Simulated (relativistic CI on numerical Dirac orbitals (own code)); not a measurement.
# Ru⁴⁺ (4d4) in crystal fields: levels and magnetism

How does a crystal field split the 4d4 shell of Ru⁴⁺, and what follows for the ground state and χT? 6 fields tried.

The numbers are computed with relativistic CI on numerical Dirac orbitals (own code) version 1 (Dirac-Coulomb-Breit CI, KLI orbitals optimised for each configuration, model QED (radiative potential, 1s self-energy scaled to tabulated hydrogen-like ionisation energies), valence Slater integrals scaled by 0.75, one configuration in a parametric crystal field), except any that are marked as measured or tabulated.

### Step 1. What is computed

| Item | Value |
| --- | --- |
| ion | Ru⁴⁺ (Ru V) |
| nuclear charge | 44 |
| electrons | 40 |
| open shell | 4d4 |
| Slater scale | 0.75 |
| field 1 (cm⁻¹) | Td, 10Dq = -18000 |
| field 2 (cm⁻¹) | D3d, 10Dq = 17000, Dsigma = -140, Dtau = 340 |
| field 3 (cm⁻¹) | D4h, 10Dq = 37900, Ds = -790, Dt = 150 |
| field 4 (cm⁻¹) | Td, 10Dq = -10200 |
| field 5 (cm⁻¹) | D3d, 10Dq = 49400, Dsigma = -100, Dtau = -190 |
| field 6 (cm⁻¹) | Td, 10Dq = -15750 |

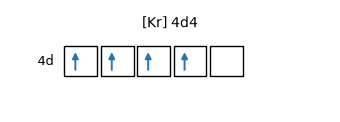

Outer shells as boxes.

### Step 2. Field 1: Td, 10Dq = -18000

Input settings:

```ini
atom Ru  Z=44  charge=4  electrons=40
nucleus A=102  rms_radius_fm=4.4809
hamiltonian dirac-coulomb  breit=on  qed=on  c_scale=1
orbitals kli  potential=per-configuration
slater_scale 0.75
correlation none
mixing on
configurations
  [Kr] 4d4
end
crystal_field Td 10Dq=-18000
```

The program writes no log. Results of the run, from its result record (rounded, main fields):

```text
{
  "status": "converged",
  "cf_levels [E_cm, degeneracy, irrep, S_eff, L_eff, J_eff, g_principal]": [
    [0, 1, "A1", 0.1712, 4.498, 4.495, "-"],
    [8607.3, 1, "A1", 1.441, 3.054, 3.031, "-"],
    [8822.5, 3, "T1", 1.443, 3.03, 3.164, "-"],
    [9797.1, 3, "T2", 1.535, 2.97, 3.253, "-"],
    [10414.8, 2, "E", 1.289, 3.389, 3.816, "-"],
    [11702.5, 3, "T1", 1.921, 2.222, 3.292, "-"],
    [12057.8, 2, "E", 1.714, 2.753, 3.291, "-"],
    [12321.1, 3, "T2", 1.864, 2.373, 3.752, "-"],
    [12354.5, 3, "T2", 1.603, 2.994, 3.332, "-"],
    [12467.1, 3, "T1", 1.652, 2.902, 2.959, "-"],
    [12768.2, 1, "A1", 1.621, 2.979, 2.89, "-"],
    [14019.1, 1, "A2", 0.999, 3.882, 3.804, "-"],
    [14971.1, 3, "T2", 1.171, 3.707, 4.108, "-"],
    [15162.5, 3, "T1", 0.9246, 4.237, 4.494, "-"],
    [16104.4, 2, "E", 1.118, 3.819, 4.358, "-"],
    [17428.7, 3, "T1", 0.5008, 4.813, 4.939, "-"],
    [25193.2, 3, "T2", 0.2725, 4.083, 4.119, "-"],
    [26401.2, 1, "A1", 1.188, 3.919, 4.231, "-"],
    "... 27 more rows left out ..."
  ],
  "chiT [K, cm3 K/mol]": [[2, 0.000543747], [5, 0.00135937], [10, 0.00271874], [20, 0.00543747], [50, 0.0135937], [100, 0.0271874], [200, 0.0543747], [300, 0.0815621]],
  "stabilisation [cm-1]": -16566.3,
  "radial 4d4 [Ha, bohr]": {"<r^-3>(4d)": 7.3488, "<r^1>(4d)": 1.3722, "<r^2>(4d)": 2.1892, "<r^4>(4d)": 8.0055, "F2(4d,4d)": 0.33614, "F4(4d,4d)": 0.22216, "zeta(4d)": 0.0057924},
  "n_levels_all": 91
}
```

Run time: 0.19 s. Hardware: 1 thread, shared host.

### Step 3. Field 2: D3d, 10Dq = 17000, Dsigma = -140, Dtau = 340

The settings differ from step 2 so:

```diff
@@ -10,2 +10,2 @@
 end
-crystal_field Td 10Dq=-18000
+crystal_field D3d 10Dq=17000 Dsigma=-140 Dtau=340
```

Results of the run:

```text
{
  "status": "converged",
  "cf_levels [E_cm, degeneracy, irrep, S_eff, L_eff, J_eff, g_principal]": [
    [0, 1, "A1", 1.231, 3.4, 3.849, "-"],
    [613.6, 2, "E", 1.248, 3.477, 3.813, "-"],
    [1764.5, 1, "A2", 1.456, 3.126, 3.655, "-"],
    [2383, 1, "A1", 1.376, 3.386, 3.65, "-"],
    [2479.4, 2, "E", 1.563, 3.026, 3.383, "-"],
    [2995.2, 2, "E", 1.65, 2.895, 3.339, "-"],
    [3715.7, 1, "A2", 1.994, 2.012, 3.002, "-"],
    [4077.9, 1, "A1", 1.862, 2.454, 3.104, "-"],
    [4162, 2, "E", 1.808, 2.612, 3.12, "-"],
    [4742.3, 2, "E", 1.507, 3.277, 3.562, "-"],
    [4829, 1, "A1", 1.687, 2.865, 3.476, "-"],
    [4888.8, 1, "A2", 1.658, 2.938, 3.548, "-"],
    [4993.1, 2, "E", 1.509, 3.271, 3.534, "-"],
    [9619.7, 2, "E", 0.149, 4.675, 4.709, "-"],
    "... 31 more rows left out ..."
  ],
  "chiT [K, cm3 K/mol]": [[2, 0.00691693], [5, 0.0172923], [10, 0.0345847], [20, 0.0691693], [50, 0.172923], [100, 0.345835], [200, 0.680114], [300, 0.947823]],
  "stabilisation [cm-1]": -12364.7,
  "n_levels_all": 141
}
```

Run time: 0.13 s. Hardware: 1 thread, shared host.

### Step 4. Field 3: D4h, 10Dq = 37900, Ds = -790, Dt = 150

The settings differ from step 3 so:

```diff
@@ -10,2 +10,2 @@
 end
-crystal_field D3d 10Dq=17000 Dsigma=-140 Dtau=340
+crystal_field D4h 10Dq=37900 Ds=-790 Dt=150
```

Results of the run:

```text
{
  "status": "converged",
  "cf_levels [E_cm, degeneracy, irrep, S_eff, L_eff, J_eff, g_principal]": [
    [0, 1, "A1", 1.001, 3.774, 4.158, "-"],
    [351.1, 2, "E", 1.004, 3.812, 4.085, "-"],
    [2924.8, 1, "A2", 1.008, 3.789, 4.199, "-"],
    [3104.6, 1, "A1", 1.003, 3.823, 3.981, "-"],
    [3622.8, 2, "E", 0.9978, 3.854, 3.968, "-"],
    [4019.9, 1, "B2", 0.9786, 3.9, 3.872, "-"],
    [4058.1, 1, "B1", 0.9926, 3.865, 3.799, "-"],
    [9578.4, 1, "B2", 0.08223, 4.465, 4.473, "-"],
    [10397.2, 1, "B1", 0.05165, 4.515, 4.521, "-"],
    [12448.5, 2, "E", 0.03885, 4.49, 4.497, "-"],
    [13589.5, 1, "A1", 0.02662, 4.49, 4.496, "-"],
    [20395.6, 1, "B1", 1.995, 2.016, 2.977, "-"],
    [20395.7, 1, "B2", 1.995, 2.016, 2.975, "-"],
    [20420.8, 2, "E", 1.993, 2.029, 2.94, "-"],
    "... 31 more rows left out ..."
  ],
  "chiT [K, cm3 K/mol]": [[2, 0.010223], [5, 0.0255576], [10, 0.0511151], [20, 0.10223], [50, 0.255581], [100, 0.507414], [200, 0.880176], [300, 1.05551]],
  "stabilisation [cm-1]": -41356.5,
  "n_levels_all": 160
}
```

Wall time 0.16 s (1 thread, shared host).

### Step 5. Field 4: Td, 10Dq = -10200

The settings differ from step 4 so:

```diff
@@ -10,2 +10,2 @@
 end
-crystal_field D4h 10Dq=37900 Ds=-790 Dt=150
+crystal_field Td 10Dq=-10200
```

Results of the run:

```text
{
  "status": "converged",
  "cf_levels [E_cm, degeneracy, irrep, S_eff, L_eff, J_eff, g_principal]": [
    [0, 1, "A1", 1.855, 2.217, 2.103, "-"],
    [534.2, 3, "T1", 1.949, 2.057, 2.165, "-"],
    [885.1, 3, "T2", 1.975, 2.033, 2.352, "-"],
    [1717.6, 2, "E", 1.977, 2.036, 3.103, "-"],
    [1884.5, 3, "T1", 1.986, 2.027, 3.206, "-"],
    [2508.6, 3, "T2", 1.985, 2.029, 3.724, "-"],
    [4041.2, 1, "A1", 0.7296, 4.142, 4.074, "-"],
    [7966.6, 3, "T1", 1.073, 3.722, 3.667, "-"],
    [8137.4, 2, "E", 1.012, 3.906, 3.869, "-"],
    [8531.8, 3, "T2", 1.03, 3.882, 4.063, "-"],
    [9243.6, 1, "A1", 0.7859, 4.157, 3.986, "-"],
    [10350.2, 1, "A2", 1.118, 3.819, 3.811, "-"],
    [10986.2, 3, "T2", 1.238, 3.721, 4.129, "-"],
    [11134.9, 3, "T1", 1.208, 3.936, 4.254, "-"],
    "... 31 more rows left out ..."
  ],
  "chiT [K, cm3 K/mol]": [[2, 0.0071716], [5, 0.017929], [10, 0.035858], [20, 0.071716], [50, 0.17929], [100, 0.358747], [200, 0.714152], [300, 1.01916]],
  "stabilisation [cm-1]": -3417.58,
  "n_levels_all": 91
}
```

Run time: 0.19 s. Hardware: 1 thread, shared host.

### Step 6. Field 5: D3d, 10Dq = 49400, Dsigma = -100, Dtau = -190

The settings differ from step 5 so:

```diff
@@ -10,2 +10,2 @@
 end
-crystal_field Td 10Dq=-10200
+crystal_field D3d 10Dq=49400 Dsigma=-100 Dtau=-190
```

Results of the run:

```text
{
  "status": "converged",
  "cf_levels [E_cm, degeneracy, irrep, S_eff, L_eff, J_eff, g_principal]": [
    [0, 1, "A1", 0.9965, 3.761, 4.321, "-"],
    [541.2, 1, "A2", 1.003, 3.789, 4.201, "-"],
    [928.3, 2, "E", 1.002, 3.801, 4.127, "-"],
    [1712.5, 2, "E", 0.9951, 3.851, 3.826, "-"],
    [2919.3, 2, "E", 0.9943, 3.84, 3.894, "-"],
    [2973.4, 1, "A1", 0.9877, 3.859, 3.885, "-"],
    [9585.5, 1, "A1", 0.0497, 4.441, 4.446, "-"],
    [10723.5, 2, "E", 0.03482, 4.454, 4.458, "-"],
    [12303.4, 2, "E", 0.02357, 4.443, 4.446, "-"],
    [23497.5, 1, "A1", 0.02755, 3.738, 3.75, "-"],
    [32183.3, 1, "A2", 1.997, 2.006, 2.991, "-"],
    [32188.1, 1, "A1", 1.996, 2.01, 2.97, "-"],
    [32196.6, 2, "E", 1.996, 2.01, 2.972, "-"],
    [32207.6, 2, "E", 1.996, 2.014, 2.961, "-"],
    "... 31 more rows left out ..."
  ],
  "chiT [K, cm3 K/mol]": [[2, 0.00789862], [5, 0.0197466], [10, 0.0394931], [20, 0.0789862], [50, 0.197466], [100, 0.394722], [200, 0.768071], [300, 1.05808]],
  "stabilisation [cm-1]": -58945.9,
  "n_levels_all": 141
}
```

It took 0.13 s on 1 thread, shared host.

### Step 7. Field 6: Td, 10Dq = -15750

The settings differ from step 6 so:

```diff
@@ -10,2 +10,2 @@
 end
-crystal_field D3d 10Dq=49400 Dsigma=-100 Dtau=-190
+crystal_field Td 10Dq=-15750
```

Results of the run:

```text
{
  "status": "converged",
  "cf_levels [E_cm, degeneracy, irrep, S_eff, L_eff, J_eff, g_principal]": [
    [0, 1, "A1", 0.2876, 4.424, 4.417, "-"],
    [5604.3, 1, "A1", 1.681, 2.682, 2.682, "-"],
    [5727.8, 3, "T1", 1.721, 2.538, 2.709, "-"],
    [6425.9, 3, "T2", 1.843, 2.352, 2.666, "-"],
    [7323.4, 2, "E", 1.824, 2.412, 3.39, "-"],
    [7721.2, 3, "T1", 1.961, 2.101, 3.249, "-"],
    [8367.7, 3, "T2", 1.958, 2.109, 3.761, "-"],
    [9197.2, 2, "E", 1.199, 3.609, 3.681, "-"],
    [9500.2, 3, "T1", 1.379, 3.34, 3.343, "-"],
    [9668.4, 3, "T2", 1.225, 3.584, 3.796, "-"],
    [9906.2, 1, "A1", 1.327, 3.445, 3.298, "-"],
    [11868.1, 1, "A2", 0.9995, 3.906, 3.827, "-"],
    [12666.6, 3, "T2", 1.061, 3.871, 4.191, "-"],
    [12905.5, 3, "T1", 0.8751, 4.293, 4.523, "-"],
    "... 31 more rows left out ..."
  ],
  "chiT [K, cm3 K/mol]": [[2, 0.00063446], [5, 0.00158615], [10, 0.0031723], [20, 0.0063446], [50, 0.0158615], [100, 0.031723], [200, 0.063446], [300, 0.0951691]],
  "stabilisation [cm-1]": -11565.1,
  "n_levels_all": 91
}
```

Wall time 0.19 s (1 thread, shared host).

### Step 8. The fields side by side

| field | ground state | degeneracy | S | J | first gap (cm⁻¹) | stabilisation (cm⁻¹) | χT at 2 K | χT at 300 K |
| --- | --- | --- | --- | --- | --- | --- | --- | --- |
| 1: Td | A1 | 1 | 0.17 | 4.49 | 8607 | -16566 | 0.001 | 0.082 |
| 2: D3d | A1 | 1 | 1.23 | 3.85 | 614 | -12365 | 0.007 | 0.948 |
| 3: D4h | A1 | 1 | 1.00 | 4.16 | 351 | -41356 | 0.010 | 1.056 |
| 4: Td | A1 | 1 | 1.86 | 2.10 | 534 | -3418 | 0.007 | 1.019 |
| 5: D3d | A1 | 1 | 1.00 | 4.32 | 541 | -58946 | 0.008 | 1.058 |
| 6: Td | A1 | 1 | 0.29 | 4.42 | 5604 | -11565 | 0.001 | 0.095 |

χT is in cm³ K/mol; stabilisation counts from the free ion's lowest level; S and J come from the expectation values of their squares.

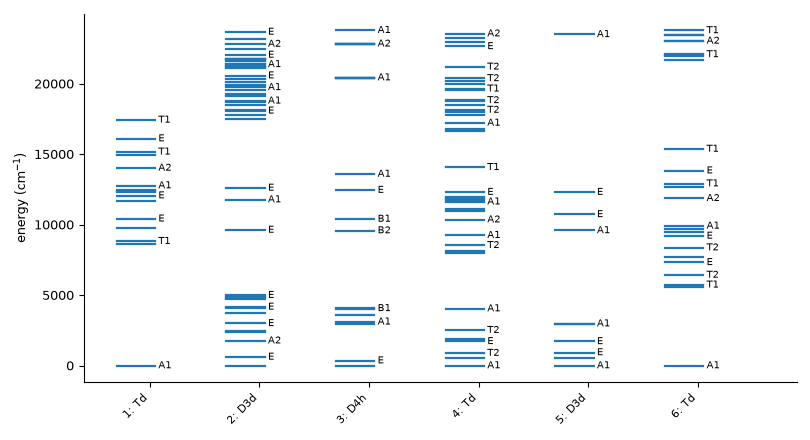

The lowest levels in each field.

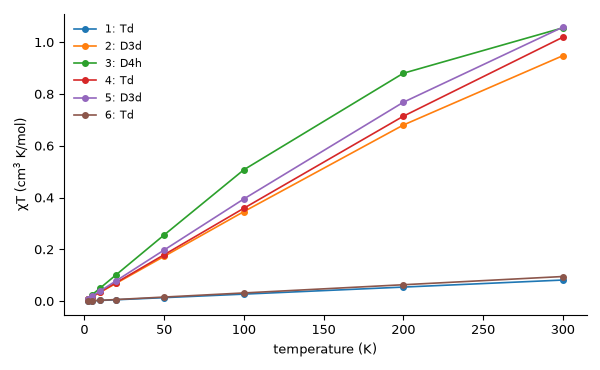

χT against temperature, by Van Vleck's formula.

### Step 9. What came out

| quantity | value |
| --- | --- |
| ground spin (effective S from ⟨S²⟩) | 1: 0.17, 2: 1.23, 3: 1.00, 4: 1.86, 5: 1.00, 6: 0.29 |
| χT at 300 K | 0.08 to 1.06 cm³ K/mol |

What this shows: The ground spin ranges from 0.17 to 1.86 over these fields. Fields 1, 2, 3, 4, 5, 6 leave a non-degenerate ground state well apart, so χT falls towards zero on cooling. The field is a set of parameters, without covalency or charge transfer.
